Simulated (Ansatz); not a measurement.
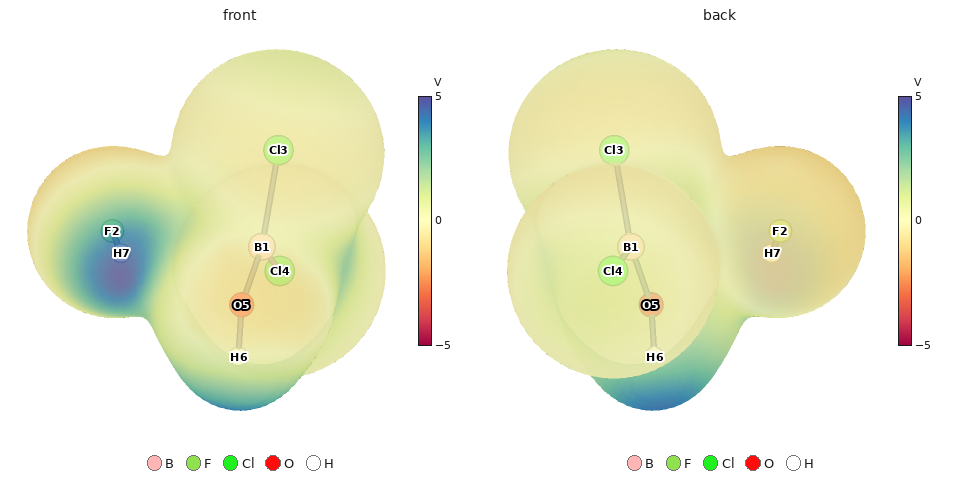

Figure. BCl$_{2}$HO···HF. The molecular electrostatic potential painted on the density surface at 0.004 e/bohr³, seen from the front and from behind; the colour scale runs from red (negative) to blue (positive).

Not at a stationary point (largest force 1.0 eV/Å).

Level of theory: Ansatz 0.2.0, RKS PBE0-D4/def2-SVPD.

```xyz
7

B     0.0388   -0.5408   -0.4885
F    -0.1109    0.0476    1.9660
Cl    1.5321    0.3384   -0.7355
Cl   -1.4938    0.1211   -1.0471
O     0.1089   -1.8116    0.0392
H    -0.7539   -2.2399    0.0638
H     0.3206   -0.7685    1.9768
```

Where is the surface potential most negative and most positive?

The most negative region (about −1.0 V) lies over F2, the most positive (about +4.4 V) over H7. Cl3 shows a σ-hole: about +0.6 V at the tip opposite its bond, against about −0.3 V on its flanks. Cl4 shows a σ-hole: about +0.7 V at the tip opposite its bond, against about −0.1 V on its flanks.
